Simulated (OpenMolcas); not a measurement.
# triplet BH2Cl at 6 levels

Aim: a comparison of 6 runs (U-r2SCAN/def2-TZVP, UBLYP/def2-TZVP, UM06-L/def2-TZVP, USVWN5/def2-TZVP, ROMP2/def2-TZVP, ROCCSD(T)/def2-TZVP) of triplet BH2Cl. 

The results are computed with OpenMolcas 26.06.

### Step 1. The molecule

BH2Cl: 4 atoms, total charge 0, spin state triplet. As SMILES of the parent species, `BCl`. Geometry: relaxed at PBE0-D4/def2-TZVP. That shape belongs to the parent species and isn't relaxed for this state.

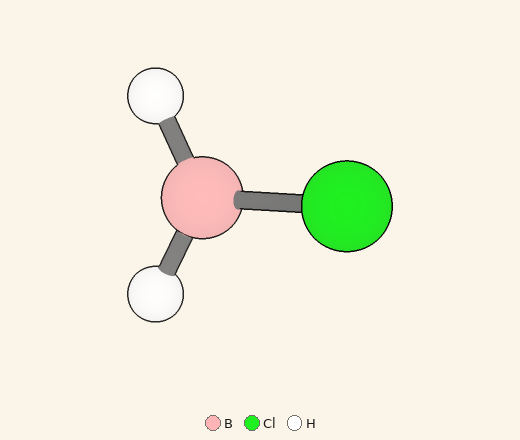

The structure, seen from a chosen angle (boron pink, chlorine green, hydrogen white).

### Step 2. A single-point energy at U-r2SCAN/def2-TZVP (run 1)

Contents of run.input:

```
&GATEWAY
  BasLib=$CurrDir
  Coord
  4
  angstrom
  B       -0.116700       0.021700      -0.075300
  Cl       1.365000      -0.395300       0.721200
  H       -1.106200      -0.559500       0.240400
  H       -0.086600       0.872800      -0.906600
  Basis=def2-TZVP
  Group=NoSym

&SEWARD
  GridInput
  Grid=UltraFine
  End of Grid

&SCF
  UHF
  Spin=3
  KSDFT=2
  1.0 MGGA_X_R2SCAN
  1.0 MGGA_C_R2SCAN
  Thresholds=1e-10 1e-07 1e-07 1e-05
  PrOrbitals=1 2
```

The basis set def2-TZVP is read from a file made from the Basis Set Exchange's data (not shown).

The run is started by

```console
$ export MOLCAS_MEM=1860
$ pymolcas run.input > run.log
```

The program printed:

```text
--- Start Module: gateway ---
[...]
--- Stop Module: gateway /rc=_RC_ALL_IS_WELL_ ---
--- Start Module: seward ---
[...]
      Basis functions           80
--- Stop Module: seward /rc=_RC_ALL_IS_WELL_ ---
[...]
--- Start Module: scf ---
[...]
       Convergence after  20 Iterations
[...]
::    Total KS-DFT energy                            -486.0768937641
[...]
      Total spin, S                                     1.0027311346
[...]
      Total electronic charge=   24.000000
      Total            charge=   -0.000000
[...]
      Dipole Moment (debye):
      Origin of the operator (angstrom)=    0.9427   -0.2765    0.4942
                   X=  5.5637E-01               Y= -1.5671E-01               Z=  2.9924E-01           Total=  6.5089E-01
      Quadrupole Moment (debye*angstrom):
[...]
--- Stop Module: scf /rc=_RC_ALL_IS_WELL_ ---
[...]
```

Run time: 43 s. Hardware: 1 thread of Arm Neoverse V1, shared host; peak memory 0.45 GiB.

### Step 3. The energy at UBLYP/def2-TZVP (run 2)

Contents of coord.xyz:

```xyz
4

B     -0.116700     0.021700    -0.075300
Cl     1.365000    -0.395300     0.721200
H     -1.106200    -0.559500     0.240400
H     -0.086600     0.872800    -0.906600
```

Contents of calc.input:

```
>>> EXPORT MOLCAS_PRINT=2
&gateway
baslib = $CurrDir
coord = coord.xyz
basis = def2-TZVP
group = NoSym
&seward
gridinput
Grid=UltraFine
End of Grid
&scf
uhf
spin = 3
ksdft = BLYP
thresholds = 1e-10 1e-07 1e-07 1e-05
prorbitals = 1 1
```

The basis set def2-TZVP is read from a file made from the Basis Set Exchange's data (not shown).

The run is started by

```console
$ export MOLCAS_MEM=1860
$ pymolcas calc.input > calc.log
```

The program printed:

```text
--- Start Module: gateway ---
[...]
--- Stop Module: gateway /rc=_RC_ALL_IS_WELL_ ---
--- Start Module: seward ---
[...]
      Basis functions           80
--- Stop Module: seward /rc=_RC_ALL_IS_WELL_ ---
[...]
--- Start Module: scf ---
[...]
       Convergence after  20 Iterations
[...]
::    Total KS-DFT energy                            -486.1070337074
[...]
      Total spin, S                                     1.0010959455
[...]
      Total electronic charge=   24.000000
      Total            charge=   -0.000000
[...]
      Dipole Moment (debye):
      Origin of the operator (angstrom)=    0.9427   -0.2765    0.4942
                   X=  6.6258E-01               Y= -1.8658E-01               Z=  3.5632E-01           Total=  7.7510E-01
      Quadrupole Moment (debye*angstrom):
[...]
--- Stop Module: scf /rc=_RC_ALL_IS_WELL_ ---
[...]
```

Wall time 28 s (1 thread of Arm Neoverse V1, shared host); peak memory 0.45 GiB.

### Step 4. The energy at UM06-L/def2-TZVP (run 3)

Contents of input.xyz:

```xyz
4

B     -0.116700     0.021700    -0.075300
Cl     1.365000    -0.395300     0.721200
H     -1.106200    -0.559500     0.240400
H     -0.086600     0.872800    -0.906600
```

Contents of calc.inp:

```
&GATEWAY
 BasLib
 $CurrDir
 Coord
 input.xyz
 Basis
 def2-TZVP
 Group
 NoSym

&SEWARD
 GridInput
 Grid=UltraFine
 End of Grid

&SCF
 UHF
 Spin
 3
 KSDFT
 M06L
 Thresholds
 1e-10 1e-07 1e-07 1e-05
 PrOrbitals
 1
```

The basis set def2-TZVP is read from a file made from the Basis Set Exchange's data (not shown).

The run is started by

```console
$ export MOLCAS_MEM=1860
$ pymolcas calc.inp > calc.log
```

The program printed:

```text
--- Start Module: gateway ---
[...]
--- Stop Module: gateway /rc=_RC_ALL_IS_WELL_ ---
--- Start Module: seward ---
[...]
      Basis functions           80
--- Stop Module: seward /rc=_RC_ALL_IS_WELL_ ---
[...]
--- Start Module: scf ---
[...]
       Convergence after  20 Iterations
[...]
::    Total KS-DFT energy                            -486.1130631086
[...]
      Total spin, S                                     1.0024536868
[...]
      Total electronic charge=   24.000000
      Total            charge=   -0.000000
[...]
      Dipole Moment (debye):
      Origin of the operator (angstrom)=    0.9427   -0.2765    0.4942
                   X=  5.5713E-01               Y= -1.5692E-01               Z=  2.9965E-01           Total=  6.5177E-01
      Quadrupole Moment (debye*angstrom):
[...]
--- Stop Module: scf /rc=_RC_ALL_IS_WELL_ ---
[...]
```

It took 44 s on 1 thread of Arm Neoverse V1, shared host; peak memory 0.45 GiB.

Runs 4 to 5 aren't shown in full; the table further down has their settings and results.

### Step 5. The energy at ROCCSD(T)/def2-TZVP (run 6)

Contents of test.inp:

```
>>> EXPORT MOLCAS_PRINT=2
&GATEWAY
BasLib
$CurrDir
Coord
4
angstrom
B       -0.116700       0.021700      -0.075300
Cl       1.365000      -0.395300       0.721200
H       -1.106200      -0.559500       0.240400
H       -0.086600       0.872800      -0.906600
Basis
def2-TZVP
Group
NoSym
&SEWARD
&SCF
UHF
Spin
3
Thresholds
1e-10 1e-07 1e-07 1e-05
PrOrbitals
1
&RASSCF
FileOrb
$Project.UnaOrb
Spin
3
Nactel
2 0 0
Inactive
11
Ras2
2
OutOrbitals
Canonical
OrbListing
NoCore
&MOTRA
JobIph
Frozen
6
&CCSDT
CCT
Triples
3
Iterations
80
Accuracy
1e-08
Extrapolation
5 4
```

The basis set def2-TZVP is read from a file made from the Basis Set Exchange's data (not shown).

The run is started by

```console
$ export MOLCAS_MEM=1860
$ pymolcas test.inp > test.log
```

The program printed:

```text
--- Start Module: gateway ---
[...]
--- Stop Module: gateway /rc=_RC_ALL_IS_WELL_ ---
[...]
      Basis functions           80
[...]
       Convergence after  24 Iterations
[...]
::    Total SCF energy                               -485.2012358044
[...]
      Total spin, S                                     1.0069320826
[...]
      Number of active orbitals                  2
[...]
      Spin quantum number                      1.0
[...]
      Active orbitals                            2
[...]
      Number of CSFs                             1
[...]
      Number of root(s) required                 1
[...]
      Convergence after 14 iterations
[...]
      printout of CI-coefficients larger than  0.05 for root  1
      energy=    -485.192935
      conf/sym  11     Coeff  Weight
             1  uu   1.00000 1.00000
      Natural orbitals and occupation numbers for root  1
      sym 1:   1.000000   1.000000
      ************************************************************************************************************************
      *                                                    Final results                                                     *
[...]
::    RASSCF root number  1 Total energy:   -485.19293532
[...]
      Total electronic charge=   24.000000
      Total            charge=   -0.000000
[...]
      Dipole Moment (debye):
      Origin of the operator (angstrom)=    0.9427   -0.2765    0.4942
                   X=  2.1940E+00               Y= -6.1744E-01               Z=  1.1794E+00           Total=  2.5663E+00
      Quadrupole Moment (debye*angstrom):
[...]
--- Start Module: motra ---
[...]
      Convergence after                    20  Iterations
      Total energy (diff) :    -485.52202724       0.00000000
[...]
 METHOD                       : CCSD+T(CCSD)+<T3(1)WT1>+<T3(1)UT2> = CCSD(T)
[...]
       CCSD     =      -485.5220272367246
[...]
```

Wall time 23 s (1 thread of Arm Neoverse V1, shared host); peak memory 0.45 GiB.

### Step 6. Overview of the runs

| run | level | integration grid | frozen core orbitals | energy (Eh) | dipole moment (D) | HOMO energy (eV) | ⟨S²⟩ | wall time |
| --- | --- | --- | --- | --- | --- | --- | --- | --- |
| 1 | U-r2SCAN/def2-TZVP | UltraFine | – | -486.076894 | 0.65 | -3.63 | 2.008 | 43 s |
| 2 | UBLYP/def2-TZVP | UltraFine | – | -486.107034 | 0.78 | -3.07 | 2.003 | 28 s |
| 3 | UM06-L/def2-TZVP | UltraFine | – | -486.113063 | 0.65 | -3.25 | 2.007 | 44 s |
| 4 | USVWN5/def2-TZVP | UltraFine | – | -484.337643 | 0.56 | -3.34 | 2.002 | 19 s |
| 5 | ROMP2/def2-TZVP | – | 6 | -485.495292 | – | – | – | 12 s |
| 6 | ROCCSD(T)/def2-TZVP | – | 6 | -485.536886 | – | – | – | 23 s |

### Step 7. Results

| quantity | value |
| --- | --- |
| run 6: total energy | -485.53689 Eh |
| run 6: (T) correction | -14.86 mEh |

In words: Over runs 1, 2, 3, 4 the dipole moment (its size) runs from 0.56 D (USVWN5/def2-TZVP) to 0.78 D (UBLYP/def2-TZVP). Totals of different functionals can't be ranked against each other. All runs together took 2.8 min, the longest 44 s.
